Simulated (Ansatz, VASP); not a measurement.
# PbSe (Clausthalite): VASP beside Ansatz, part 2 of 2

Aim: how closely do two programs agree when they are given the same cell, functional and k mesh?

VASP 6.6.1 and Ansatz 0.2.0.

So far: The structure; Ansatz: band structure, HSE06, spin-orbit coupling.

## 3. VASP: band structure, HSE06, spin-orbit coupling

Level of this step: HSE06, spin-orbit coupling; plane waves and PAW (Pb_d, Se) (VASP).

The same cell, functional, mesh and smearing now go to VASP, with its own data sets and cutoff.

Lines of VASP's logs that name or quote its potential files are left out, and so is its time.

Contents of INCAR:

```
SYSTEM = PbSe
PREC = Accurate
ENCUT = 400
EDIFF = 1E-06
NELM = 100
ISMEAR = 0
SIGMA = 0.02
LREAL = .FALSE.
ALGO = Normal
LHFCALC = .TRUE.
AEXX = 0.25
GGA = PE
HFSCREEN = 0.2
LASPH = .TRUE.
LNONCOLLINEAR = .TRUE.
MAGMOM = 0 0 0 0 0 0
NBANDS = 32
GGA_COMPAT = .FALSE.
LSORBIT = .TRUE.
PRECFOCK = Fast
LORBIT = 11
LWAVE = .FALSE.
LCHARG = .FALSE.
KPAR = 4
```

Contents of POSCAR:

```
PbSe
1.0
    0.0000000000      3.0606500000      3.0606500000
    3.0606500000      0.0000000000      3.0606500000
    3.0606500000      3.0606500000      0.0000000000
Pb Se
1 1
Direct
    0.0000000000      0.0000000000      0.0000000000
    0.5000000000      0.5000000000      0.5000000000
```

Contents of KPOINTS:

```
Automatic mesh
0
Gamma
4 4 4
0 0 0
```

Contents of KPOINTS_OPT:

```
Line mode
6
Line-mode
Reciprocal
  0.00000000   0.00000000   0.00000000 GAMMA
  0.50000000   0.00000000   0.50000000 X

  0.50000000   0.00000000   0.50000000 X
  0.50000000   0.25000000   0.75000000 W

  0.50000000   0.25000000   0.75000000 W
  0.37500000   0.37500000   0.75000000 K

  0.37500000   0.37500000   0.75000000 K
  0.00000000   0.00000000   0.00000000 GAMMA

  0.00000000   0.00000000   0.00000000 GAMMA
  0.50000000   0.50000000   0.50000000 L

  0.50000000   0.50000000   0.50000000 L
  0.62500000   0.25000000   0.62500000 U

  0.62500000   0.25000000   0.62500000 U
  0.50000000   0.25000000   0.75000000 W

  0.50000000   0.25000000   0.75000000 W
  0.50000000   0.50000000   0.50000000 L

  0.50000000   0.50000000   0.50000000 L
  0.37500000   0.37500000   0.75000000 K

  0.62500000   0.25000000   0.62500000 U
  0.50000000   0.00000000   0.50000000 X
```

PAW data sets: Pb_d and Se (PBE family, release 64).

Command:

```bash
$ mpirun -np 4 vasp_ncl
```

Numbers of over 12 decimals in the logs are rounded to 6 here.

What it wrote:

```text
[banner, memory and clock lines left out]
running    4 mpi-ranks, on    1 nodes
 distrk:  each k-point on    1 cores,    4 groups
 distr:  one band on    1 cores,    1 groups

 POSCAR found type information on POSCAR PbSe
 POSCAR found :  2 types and       2 ions
 LDA part: xc-table for (Slater+PW92), standard interpolation
 found WAVECAR, reading the header
 POSCAR, INCAR and KPOINTS ok, starting setup
 FFT: planning ... GRIDC
 FFT: planning ... GRID_SOFT
 FFT: planning ... GRID
 reading WAVECAR
 the WAVECAR file was read successfully
 initial charge from wavefunction
 entering main loop
       N       E                     dE             d eps       ncg     rms          rms(c)
DAV:   1    -0.101100898606E+02   -0.10110E+02   -0.65776E-01   560   0.822E+00    0.123E+00
DAV:   2    -0.101280654279E+02   -0.17976E-01   -0.36159E-02   584   0.118E+00    0.859E-01
DAV:   3    -0.101241899311E+02    0.38755E-02   -0.66885E-03   688   0.760E-01    0.514E-01
DAV:   4    -0.101237967221E+02    0.39321E-03   -0.20508E-03   624   0.362E-01    0.309E-01
DAV:   5    -0.101237161187E+02    0.80603E-04   -0.19870E-04   656   0.161E-01    0.175E-01
DAV:   6    -0.101236557887E+02    0.60330E-04   -0.34031E-05   664   0.764E-02    0.917E-02
DAV:   7    -0.101236378853E+02    0.17903E-04   -0.16518E-05   600   0.359E-02    0.451E-02
DAV:   8    -0.101236331615E+02    0.47238E-05   -0.37925E-06   552   0.161E-02    0.224E-02
DAV:   9    -0.101236320370E+02    0.11246E-05   -0.11798E-06   480   0.904E-03    0.116E-02
DAV:  10    -0.101236317108E+02    0.32622E-06   -0.44452E-07   312   0.557E-03
   1 F= -.10123632E+02 E0= -.10123632E+02  d E =-.236065E-27  mag=    -0.0000    -0.0000    -0.0000
 Start KPOINTS_OPT (optional k-point list driver)
k-point batch [1-8\60]
       N       E                     dE             ncg
DAV:   1     0.624290295958E+03   -0.20127E+04      512
DAV:   2    -0.104668408941E+04   -0.16710E+04      536
DAV:   3    -0.122427492705E+04   -0.17759E+03      688
DAV:   4    -0.123263709056E+04   -0.83622E+01      584
DAV:   5    -0.123291790659E+04   -0.28082E+00      800
DAV:   6    -0.123292440739E+04   -0.65008E-02      704
DAV:   7    -0.123292449613E+04   -0.88742E-04      768
DAV:   8    -0.123292449814E+04   -0.20118E-05      608
DAV:   9    -0.123292449819E+04   -0.48556E-07      448
[...]
k-point batch [57-60\60]
       N       E                     dE             ncg
DAV:   1     0.252297274107E+04   -0.19741E+04      256
DAV:   2     0.169377185633E+04   -0.82920E+03      264
DAV:   3     0.161137826402E+04   -0.82394E+02      344
DAV:   4     0.160786518674E+04   -0.35131E+01      272
DAV:   5     0.160772802624E+04   -0.13716E+00      400
DAV:   6     0.160772448504E+04   -0.35412E-02      368
DAV:   7     0.160772443946E+04   -0.45574E-04      400
DAV:   8     0.160772443879E+04   -0.67020E-06      320
```

OUTCAR, selected parts (step 3):

```text
ion  position               nearest neighbor table
   1  0.000  0.000  0.000-   2 3.06   2 3.06   2 3.06   2 3.06   2 3.06   2 3.06
   2  0.500  0.500  0.500-   1 3.06   1 3.06   1 3.06   1 3.06   1 3.06   1 3.06

  LATTYP: Found a face centered cubic cell.
 ALAT       =     6.1213000000

 Subroutine GETGRP returns: Found 48 space group operations
 (whereof 48 operations were pure point group operations)

The static configuration has the point symmetry O_h .

 Found      8 irreducible k-points:

   k-points           NKPTS =      8   k-points in BZ     NKDIM =     64   number of bands    NBANDS=     32

   dimension x,y,z NGX =    28 NGY =   28 NGZ =   28
   dimension x,y,z NGXF=    56 NGYF=   56 NGZF=   56

   ENCUT  =  400.0 eV  29.40 Ry    5.42 a.u.   7.06  7.06  7.06*2*pi/ulx,y,z

   NELECT =      20.0000    total number of electrons

 k-points in reciprocal lattice and weights: Automatic mesh
   0.00000000  0.00000000  0.00000000       0.016
   0.25000000  0.00000000  0.00000000       0.125
   0.50000000  0.00000000  0.00000000       0.062
   0.25000000  0.25000000  0.00000000       0.094
   0.50000000  0.25000000  0.00000000       0.375
  -0.25000000  0.25000000  0.00000000       0.188
   0.50000000  0.50000000  0.00000000       0.047
  -0.25000000  0.50000000  0.25000000       0.094

  exchange ACFDT corr.  =         0.00000000  see jH, gK, PRB 81, 115126

 average (electrostatic) potential at core
       1 -86.5247       2 -49.2368

 E-fermi :   4.9425

 k-point     1 :       0.0000    0.0000    0.0000
  band No.  band energies     occupation
    ...
     16       2.0765      1.00000
     17       2.7536      1.00000
     18       2.7536      1.00000
     19       2.7536      1.00000
     20       2.7536      1.00000
     21       8.7631      0.00000
     22       8.7631      0.00000
     23      10.9519      0.00000
     24      10.9519      0.00000
     25      10.9519      0.00000
    ...

 k-point     2 :       0.2500    0.0000    0.0000
  band No.  band energies     occupation
    ...
     16       2.4598      1.00000
     17       2.8903      1.00000
     18       2.8903      1.00000
     19       3.6629      1.00000
     20       3.6629      1.00000
     21       6.8502      0.00000
     22       6.8502      0.00000
     23       8.1674      0.00000
     24       8.1674      0.00000
     25       8.7801      0.00000
    ...

 k-point     3 :       0.5000    0.0000    0.0000
  band No.  band energies     occupation
    ...
     16       2.8313      1.00000
     17       3.0886      1.00000
     18       3.0886      1.00000
     19       4.7847      1.00000
     20       4.7847      1.00000
     21       5.0927      0.00000
     22       5.0927      0.00000
     23       6.6290      0.00000
     24       6.6290      0.00000
     25       7.4723      0.00000
    ...

  energy-cutoff  :      400.00
  volume of cell :       57.34
      direct lattice vectors                 reciprocal lattice vectors
     0.000000000  3.060650000  3.060650000    -0.163363991  0.163363991  0.163363991
     3.060650000  0.000000000  3.060650000     0.163363991 -0.163363991  0.163363991
     3.060650000  3.060650000  0.000000000     0.163363991  0.163363991 -0.163363991

 POSITION                                       TOTAL-FORCE (eV/Angst)
 -----------------------------------------------------------------------------------
      0.00000      0.00000      0.00000        -0.000000     -0.000000      0.000000
      3.06065      3.06065      3.06065         0.000000      0.000000     -0.000000
 -----------------------------------------------------------------------------------
    total drift:                                0.000000     -0.000001      0.000002

  FREE ENERGIE OF THE ION-ELECTRON SYSTEM (eV)
  ---------------------------------------------------
  free  energy   TOTEN  =       -10.1236317108 eV

  energy  without entropy=      -10.1236317108  energy(sigma->0) =      -10.12363171

 Spin-Orbit-Coupling matrix elements
 Ion:    1  E_soc:     -0.7272027
 Ion:    2  E_soc:     -0.0421549

 total charge
# of ion       s       p       d       tot
------------------------------------------
    1        1.508   0.510   9.848  11.866
    2        1.477   2.379   0.016   3.873
--------------------------------------------------
tot          2.985   2.889   9.864  15.738

 magnetization (x)
# of ion       s       p       d       tot
------------------------------------------
    1       -0.000   0.000  -0.000  -0.000
    2        0.000   0.000   0.000   0.000
--------------------------------------------------
tot         -0.000   0.000  -0.000  -0.000

 magnetization (y)
# of ion       s       p       d       tot
------------------------------------------
    1       -0.000   0.000  -0.000  -0.000
    2        0.000   0.000   0.000   0.000
--------------------------------------------------
tot         -0.000   0.000  -0.000  -0.000

 magnetization (z)
# of ion       s       p       d       tot
------------------------------------------
    1        0.000   0.000  -0.000  -0.000
    2        0.000   0.000  -0.000   0.000
--------------------------------------------------
tot          0.000   0.000  -0.000  -0.000

[... 3 further parts left out ...]
```

## 4. Differences

Known differences besides the PAW data sets themselves: spin-orbit coupling enters by fully relativistic files in Ansatz and inside the spheres in VASP; exact exchange at q = 0 is treated differently, which shows on coarse meshes; VASP keeps PBE cores, Ansatz makes them for the functional; the data sets hold 30 valence electrons in Ansatz (fully relativistic PAW (standard-fr) files) and 20 in VASP; the cutoff is 420 eV in Ansatz and 400 eV in VASP; VASP takes a coarser grid for exact exchange (PRECFOCK = Fast). Total energies have different zeros and are not compared.

Compared:

```csv
quantity,Ansatz,VASP,difference
gap over the path points (eV),0.149,0.308,-0.159
```

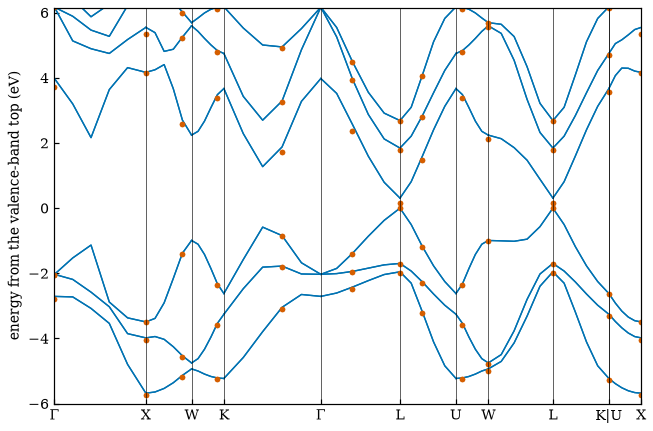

Bands from VASP (lines) and levels from Ansatz (dots). Dots without a line are higher empty bands that the VASP plot leaves out.

Levels at points of the path, from each program's valence-band top (eV; 8 filled, then empty):

```csv
k (reciprocal lattice),Ansatz,VASP
0.000 0.000 0.000,-6.63 -6.63 -2.79 -2.79 -2.05 -2.05 -2.05 -2.05 3.72 3.72 6.17 6.17 6.17 6.17,-6.65 -6.65 -2.71 -2.71 -2.03 -2.03 -2.03 -2.03 3.98 3.98 6.17 6.17 6.17 6.17
0.500 0.000 0.500,-7.88 -7.88 -5.73 -5.73 -4.04 -4.04 -3.51 -3.51 4.15 4.15 5.35 5.35 7.03 7.03,-7.89 -7.89 -5.68 -5.68 -3.98 -3.98 -3.49 -3.49 4.17 4.17 5.55 5.55 7.04 7.04
0.500 0.200 0.700,-8.59 -8.59 -5.18 -5.18 -4.57 -4.57 -1.40 -1.40 2.60 2.60 5.22 5.22 5.98 5.98,-8.60 -8.60 -5.13 -5.13 -4.53 -4.53 -1.38 -1.38 2.70 2.70 5.25 5.25 6.02 6.02
0.400 0.350 0.750,-8.69 -8.69 -5.26 -5.26 -3.58 -3.58 -2.35 -2.35 3.37 3.37 4.80 4.80 6.13 6.13,-8.70 -8.70 -5.21 -5.21 -3.54 -3.54 -2.32 -2.32 3.48 3.48 4.83 4.83 6.17 6.17
0.150 0.150 0.300,-8.02 -8.02 -3.10 -3.10 -1.80 -1.80 -0.86 -0.86 1.72 1.72 3.27 3.27 4.92 4.92,-8.03 -8.03 -3.04 -3.04 -1.78 -1.78 -0.84 -0.84 1.88 1.88 3.29 3.29 4.95 4.95
0.200 0.200 0.200,-7.75 -7.75 -2.48 -2.48 -1.96 -1.96 -1.41 -1.41 2.38 2.38 3.94 3.94 4.49 4.49,-7.75 -7.75 -2.42 -2.42 -1.94 -1.94 -1.39 -1.39 2.57 2.57 3.96 3.96 4.49 4.49
0.500 0.500 0.500,-9.61 -9.61 -1.98 -1.98 -1.72 -1.72 0.00 0.00 0.15 0.15 1.79 1.79 2.69 2.69,-9.61 -9.61 -1.95 -1.95 -1.70 -1.70 0.00 0.00 0.31 0.31 1.84 1.84 2.69 2.69
0.550 0.400 0.550,-9.42 -9.42 -3.23 -3.23 -2.30 -2.30 -1.20 -1.20 1.49 1.49 2.79 2.79 4.07 4.07,-9.42 -9.42 -3.19 -3.19 -2.26 -2.26 -1.18 -1.18 1.60 1.60 2.84 2.84 4.09 4.09
0.600 0.250 0.650,-8.69 -8.69 -5.26 -5.26 -3.58 -3.58 -2.35 -2.35 3.37 3.37 4.80 4.80 6.13 6.13,-8.70 -8.70 -5.21 -5.21 -3.54 -3.54 -2.32 -2.32 3.48 3.48 4.83 4.83 6.17 6.17
0.500 0.250 0.750,-8.65 -8.65 -5.00 -5.00 -4.77 -4.77 -1.01 -1.01 2.14 2.14 5.55 5.55 5.67 5.67,-8.66 -8.66 -4.93 -4.93 -4.75 -4.75 -0.99 -0.99 2.24 2.24 5.60 5.60 5.69 5.69
```

Among the levels compared (up to four filled and three empty ones at each point), filled levels agree within 78 meV and empty ones within 256 meV.

## 5. Outcome

| Property | Result |
| --- | --- |
| difference in gap over the path points (band structure, HSE06, spin-orbit coupling) | -0.16 eV |

In words: The difference in gap over the path points is -0.16 eV (band structure, HSE06, spin-orbit coupling), beyond the 0.08 eV picked in this series as the mark of a large difference. Differences of this kind measure data sets and numerical settings, not the functional's error against experiment.

[Lines on the potential files, build, host, timing and source positions are cut from VASP's logs without a mark.]

[Logs are printed without paths, hosts, clocks, repeated set-up lines and the standing remarks that a program may print on its own settings, such as how far it seeks lower states.]

[Hosts, paths, dates, database ids (printed as entryN), source tags and the programs' standing remarks are cut or masked in the printed files.]
